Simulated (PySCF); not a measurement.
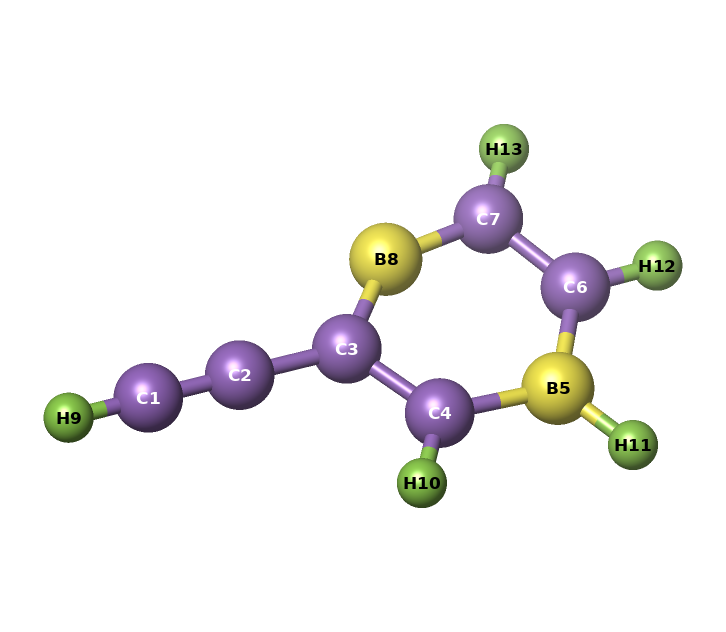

The species is neutral and a spin doublet. The geometry was computed by an optimisation with GFN2-xTB. No frequency run is at hand to confirm it as a minimum. Level of theory: UKS B3LYP, pcH-1 on B C H, non-relativistic (PySCF 2.14.0).

Give the isotropic hyperfine couplings (Fermi-contact term alone) of C1, C2, C3, C4, B5, C6, C7, B8, H9, H10, H11, H12, H13.

```
atom  isotope  a_iso (MHz)
  C1      13C          0.6
  C2      13C         −1.4
  C3      13C        −15.6
  C4      13C          4.4
  B5      11B          4.0
  C6      13C          5.2
  C7      13C        −16.2
  B8      11B         25.9
  H9       1H         −0.8
 H10       1H        −15.8
 H11       1H        −17.9
 H12       1H        −15.7
 H13       1H         −0.5
```

The geometry is semi-empirical. Around B such bond lengths and angles can be off by a tenth of an ångström or more and by several degrees, and values that hang on the shape move with them.
